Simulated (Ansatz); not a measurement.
**CH3FO (SMILES OCF): levels of theory compared**

Wanted: a comparison of 6 runs (BLYP/STO-3G, SVWN5/STO-3G, r2SCAN0/STO-3G, revPBE/STO-3G, RPA@PBE/STO-3G, CCSD/STO-3G) of CH3FO. 

The calculation is run with Ansatz 0.2.0.

68 further runs of the same task are left out: 2 that didn't finish, 66 set aside as unsound or not needed.

## (1) The system as given

CH3FO: 6 atoms, total charge 0, spin state singlet. SMILES: `OCF`. The H4–O1 distance was set to 1.443 Å, away from the relaxed value. At this shape a bond of the SMILES string is far longer than usual.

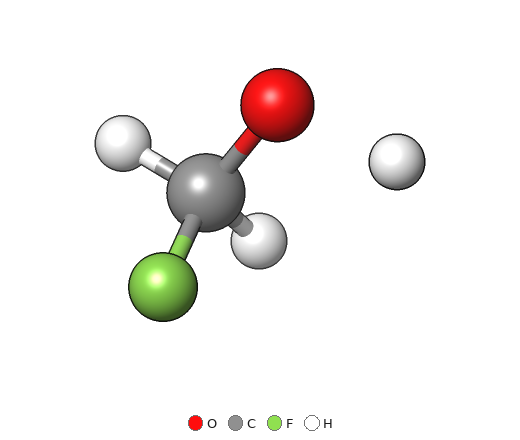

Viewed from a chosen angle; oxygen red, carbon grey, fluorine green, hydrogen white.

## (2) The energy at BLYP/STO-3G (run 1)

Contents of molecule.yaml:

```yaml
crystal:
  periodic: [false, false, false]
  atoms:
    - {symbol: O, position_ang: [-0.726644, -0.798259, 0.217941]}
    - {symbol: C, position_ang: [0.317556, -0.052059, 0.696141]}
    - {symbol: F, position_ang: [-0.026744, 1.282141, 0.789141]}
    - {symbol: H, position_ang: [-0.928700, -0.495100, -1.178000]}
    - {symbol: H, position_ang: [1.204156, -0.096159, 0.052841]}
    - {symbol: H, position_ang: [0.539456, -0.409859, 1.702641]}
basis:
  gaussian:
    orbitals: STO-3G
magnetization:
  spin_polarized: false
  initial_magnetization: 0
hamiltonian:
  xc: {name: BLYP}
accuracy: high
```

On the command line:

```sh
$ ansatz run molecule.yaml --threads 1 --pin off --max-ram 2610MiB --events-out events.jsonl --progress --plain --runs-dir runs
```

What it wrote:

```text
Warning: RAYON_NUM_THREADS=1 ignored (pool sized by the plan → 1); use --threads N
Functional definition: BLYP
  name "BLYP"
  parameter beta = 0.0042
  parameter a = 0.04918
  parameter b = 0.132
  parameter c = 0.2533
  parameter d = 0.349
  exchange = b88_x(beta = beta)
  correlation = lyp_c(a = a, b = b, c = c, d = d)
322 factors; integrals over basis functions are off by at most 4.1e-8 eV
mean field evaluation 1: about -5762.7229 eV, gradient 1.7e1 eV
mean field evaluation 2: about -5761.1555 eV, gradient 2.9e1 eV
mean field evaluation 4: about -5763.5993 eV, gradient 1.0e0 eV
mean field evaluation 8: about -5763.5233 eV, gradient 5.9e-3 eV
mean field evaluation 16: about -5763.5233 eV, gradient 6.9e-8 eV
mean field -5763.52332632 eV, -211.8055755857 hartree, gradient 7.7e-8 eV, S^2 0.000000; 0 other end points of the search recorded, 0 dependent functions left out
reference -5763.52335877 eV, -211.8055767784 hartree; 13, 13 occupied and 5, 5 virtual orbitals, 322 factors
Total energy: -5763.52335877 eV, -211.8055767784 hartree
```

It took 1.1 s on 1 thread of Arm Neoverse V1, shared host; peak memory 0.092 GiB.

## (3) A single-point energy at SVWN5/STO-3G (run 2)

Contents of in.yaml:

```yaml
crystal:
  periodic: [false, false, false]
  atoms:
    - symbol: O
      position_ang: [-0.726644, -0.798259, 0.217941]
    - symbol: C
      position_ang: [0.317556, -0.052059, 0.696141]
    - symbol: F
      position_ang: [-0.026744, 1.282141, 0.789141]
    - symbol: H
      position_ang: [-0.928700, -0.495100, -1.178000]
    - symbol: H
      position_ang: [1.204156, -0.096159, 0.052841]
    - symbol: H
      position_ang: [0.539456, -0.409859, 1.702641]
basis:
  gaussian:
    orbitals: STO-3G
hamiltonian:
  xc: {name: SVWN5}
accuracy: high
```

On the command line:

```sh
$ ansatz run in.yaml --threads 1 --pin off --max-ram 2610MiB --events-out events.jsonl --progress --plain --runs-dir runs
```

What it wrote:

```text
Warning: RAYON_NUM_THREADS=1 ignored (pool sized by the plan → 1); use --threads N
Functional definition: SVWN5
  name "SVWN5"
  exchange = slater_x
  correlation = vwn5_c
322 factors; integrals over basis functions are off by at most 4.1e-8 eV
mean field evaluation 1: about -5721.9555 eV, gradient 1.6e1 eV
mean field evaluation 2: about -5719.6344 eV, gradient 3.2e1 eV
mean field evaluation 4: about -5722.7811 eV, gradient 9.7e-1 eV
mean field evaluation 8: about -5722.7035 eV, gradient 7.5e-3 eV
mean field evaluation 16: about -5722.7035 eV, gradient 1.7e-8 eV
mean field -5722.70353727 eV, -210.3054760069 hartree, gradient 4.8e-8 eV, S^2 0.000000; 0 other end points of the search recorded, 0 dependent functions left out
reference -5722.70353887 eV, -210.3054760656 hartree; 13, 13 occupied and 5, 5 virtual orbitals, 322 factors
Total energy: -5722.70353887 eV, -210.3054760656 hartree
```

Run time: 0.72 s. Hardware: 1 thread of Arm Neoverse V1, shared host.

Runs 3 to 5 aren't shown in full; the table further down has their settings and results.

## (4) The energy at CCSD/STO-3G (run 6)

Contents of molecule.yaml:

```yaml
basis:
  gaussian:
    orbitals: STO-3G
crystal:
  periodic: [false, false, false]
  atoms:
    - symbol: O
      position_ang: [-0.726644, -0.798259, 0.217941]
    - symbol: C
      position_ang: [0.317556, -0.052059, 0.696141]
    - symbol: F
      position_ang: [-0.026744, 1.282141, 0.789141]
    - symbol: H
      position_ang: [-0.928700, -0.495100, -1.178000]
    - symbol: H
      position_ang: [1.204156, -0.096159, 0.052841]
    - symbol: H
      position_ang: [0.539456, -0.409859, 1.702641]
correlation:
  method: ccsd
  frozen_orbitals: {C: 1, F: 1, H: 0, O: 1}
accuracy: high
scf:
  omitted_lower_state_checks: [cluster_reference, increment]
```

On the command line:

```sh
$ ansatz run molecule.yaml --threads 1 --pin off --max-ram 2610MiB --events-out events.jsonl --progress --plain --runs-dir runs
```

What it wrote, cut to the lines that bear on the results:

```text
Warning: RAYON_NUM_THREADS=1 ignored (pool sized by the plan → 1); use --threads N
Functional definition: HF
  name "HF"
[...]
322 factors; integrals over basis functions are off by at most 4.1e-8 eV
[...]
mean field -5738.57962875 eV, -210.8889116074 hartree, gradient 9.3e-9 eV, S^2 0.000000; 0 other end points of the search recorded, 0 dependent functions left out; unrestricted orbitals would lower it
3 core orbitals not correlated: weight in the atoms' cores, before any rotation towards them, 1.000 or more for the frozen orbitals, at most 0.000 for the correlated occupied ones
reference -5738.57962875 eV, -210.8889116074 hartree; 10, 10 occupied and 5, 5 virtual orbitals, 322 factors
second order -3.53332153 eV of doubles, -0.00000000 eV of singles
cycle   1  -4.33987955 eV  change   -8.1e-1 eV  update   8.9e-2
[...]
cycle  27  -4.89082213 eV  change    2.3e-9 eV  update   2.2e-9
Total energy: -5743.47045087 eV, -211.0686460055 hartree
Checks for a lower state left out: cluster_reference, increment
```

Wall time 0.18 s (1 thread of Arm Neoverse V1, shared host).

## (5) Overview of the runs

| run | level | frozen core orbitals | energy (Eh) | wall time |
| --- | --- | --- | --- | --- |
| 1 | BLYP/STO-3G | – | -211.805577 | 1.1 s |
| 2 | SVWN5/STO-3G | – | -210.305476 | 0.72 s |
| 3 | r2SCAN0/STO-3G | – | -211.794992 | 2.6 s |
| 4 | revPBE/STO-3G | – | -211.839929 | 1.1 s |
| 5 | RPA@PBE/STO-3G | 3 | -211.141534 | 1.6 s |
| 6 | CCSD/STO-3G | 3 | -211.068646 | 0.18 s |

## (6) Outcome

| quantity | value |
| --- | --- |
| run 6: total energy | -211.06865 Eh |
| run 6: correlation energy (3 core orbitals frozen) | -179.7 mEh |
| run 6: T1 diagnostic | 0.012 |

Totals of different functionals can't be ranked against each other. In run 6 the log says that unrestricted orbitals would lower the reference, so the values rest on an unstable closed-shell determinant (other closed-shell runs at this shape may share the fault). In runs 1, 2, 3, 4, 5, 6 the basis is minimal, so the values are rough. All runs together took 7.3 s, the longest 2.6 s.
